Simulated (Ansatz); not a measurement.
# H3S+ (sulfonium) at CCSD(T)/6-31G

What is the vertical singlet–triplet gap of H3S+ (sulfonium) at CCSD(T)/6-31G? 

The calculation is run with Ansatz 0.2.0.

9 further runs of the same task are left out: 7 that didn't finish, 2 set aside as unsound or not needed.

## (1) The system as given

H3S+: 4 atoms, total charge +1, spin state singlet. SMILES: `[SH3+]`. The shape is that of a GFN2-xTB optimisation.

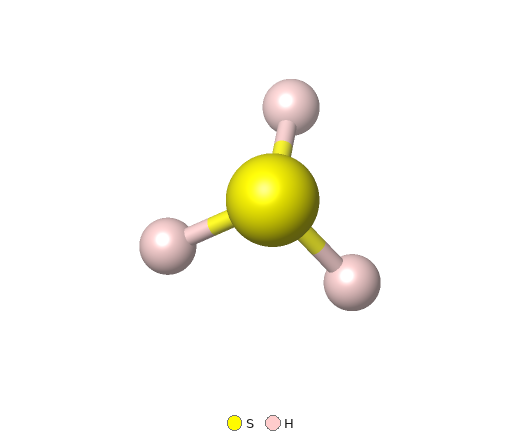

Viewed from a chosen angle; sulfur yellow, hydrogen pink.

## (2) The energy at CCSD(T)/6-31G

molecule.yaml

```yaml
crystal:
  periodic: [false, false, false]
  atoms:
    - {symbol: S, position_ang: [0.301620, -0.100910, -0.445950]}
    - {symbol: H, position_ang: [0.848020, 0.280920, 0.734350]}
    - {symbol: H, position_ang: [-0.494150, -1.037930, 0.125030]}
    - {symbol: H, position_ang: [-0.655500, 0.857920, -0.413440]}
basis:
  gaussian: {orbitals: 6-31G}
total_charge: 1
correlation: {method: ccsd_t, frozen_orbitals: {H: 0, S: 5}}
accuracy: high
scf: {omitted_lower_state_checks: [cluster_reference, increment]}
```

Launch:

```bash
$ ansatz run molecule.yaml --threads 1 --pin off --max-ram 2610MiB --events-out events.jsonl --progress --plain --runs-dir runs
```

What it wrote, shortened:

```text
Warning: RAYON_NUM_THREADS=1 ignored (pool sized by the plan → 1); use --threads N
Functional definition: HF
  name "HF"
[...]
409 factors; integrals over basis functions are off by at most 3.6e-9 eV
[...]
mean field -10853.95031999 eV, -398.8753171880 hartree, gradient 1.3e-8 eV, S^2 0.000000; 0 other end points of the search recorded, 0 dependent functions left out
5 core orbitals not correlated: weight in the atoms' cores, before any rotation towards them, 1.000 or more for the frozen orbitals, at most 0.000 for the correlated occupied ones
reference -10853.95031999 eV, -398.8753171880 hartree; 4, 4 occupied and 10, 10 virtual orbitals, 409 factors
second order -1.78385615 eV of doubles, -0.00000000 eV of singles
cycle   1  -2.14342332 eV  change   -3.6e-1 eV  update   4.7e-2
[...]
cycle  17  -2.31849567 eV  change   1.2e-10 eV  update  3.4e-10
perturbative correction -0.01671016 eV, -0.0006140869 hartree
Total energy: -10856.28552582 eV, -398.9611344193 hartree
Checks for a lower state left out: cluster_reference, increment
```

Run time: 0.16 s. Hardware: 1 thread of Arm Neoverse V2, shared host.

## (3) The triplet

job.yaml

```yaml
crystal:
  periodic: [false, false, false]
  atoms:
    - symbol: S
      position_ang: [0.301620, -0.100910, -0.445950]
    - symbol: H
      position_ang: [0.848020, 0.280920, 0.734350]
    - symbol: H
      position_ang: [-0.494150, -1.037930, 0.125030]
    - symbol: H
      position_ang: [-0.655500, 0.857920, -0.413440]
basis:
  gaussian: {orbitals: 6-31G}
scf: {omitted_lower_state_checks: [cluster_reference, increment]}
correlation: {method: ccsd_t, frozen_orbitals: {H: 0, S: 5}}
total_charge: 1
accuracy: high
magnetization: {spin_polarized: true, initial_magnetization: 2}
```

Launch:

```bash
$ ansatz run job.yaml --threads 1 --pin off --max-ram 2610MiB --events-out events.jsonl --progress --plain --runs-dir runs
```

What it wrote, shortened:

```text
Warning: RAYON_NUM_THREADS=1 ignored (pool sized by the plan → 1); use --threads N
[... 2 set-up lines as earlier in the session ...]
[...]
410 factors; integrals over basis functions are off by at most 3.6e-9 eV
[...]
mean field -10845.46430852 eV, -398.5634620184 hartree, gradient 8.4e-8 eV, S^2 2.010685; 6 other end points of the search recorded, 0 dependent functions left out
5 core orbitals not correlated: weight in the atoms' cores, before any rotation towards them, 1.000 or more for the frozen orbitals, at most 0.000 for the correlated occupied ones
reference -10845.46430852 eV, -398.5634620184 hartree; 5, 3 occupied and 9, 11 virtual orbitals, 410 factors
second order -1.37245810 eV of doubles, -0.00000000 eV of singles
cycle   1  -1.69757854 eV  change   -3.3e-1 eV  update   4.8e-2
[...]
cycle  31  -1.92589925 eV  change  -8.6e-10 eV  update  7.5e-10
perturbative correction -0.03234776 eV, -0.0011887584 hartree
Total energy: -10847.42255553 eV, -398.6354262687 hartree
Checks for a lower state left out: cluster_reference, increment
```

Run time: 0.36 s. Hardware: 1 thread of Arm Neoverse V2, shared host.

## (4) Summary of results

At CCSD(T)/6-31G, 5 core orbitals frozen:

```
                                            quantity          value
                               singlet: total energy  -398.96113 Eh
singlet: correlation energy (5 core orbitals frozen)      -85.8 mEh
                             singlet: (T) correction      -0.61 mEh
                              singlet: T1 diagnostic          0.007
                               triplet: total energy  -398.63543 Eh
triplet: correlation energy (5 core orbitals frozen)      -72.0 mEh
                             triplet: (T) correction      -1.19 mEh
          triplet: ⟨S²⟩ of the reference determinant          2.011
                              triplet: T1 diagnostic          0.039
    vertical energy of the triplet above the singlet       8.863 eV
```

**Reading.** At this shape the triplet lies 8.86 eV (855 kJ/mol) above the singlet. The triples (singlet) make up 0.7 % of the correlation energy. The triples (triplet) make up 1.7 % of the correlation energy.
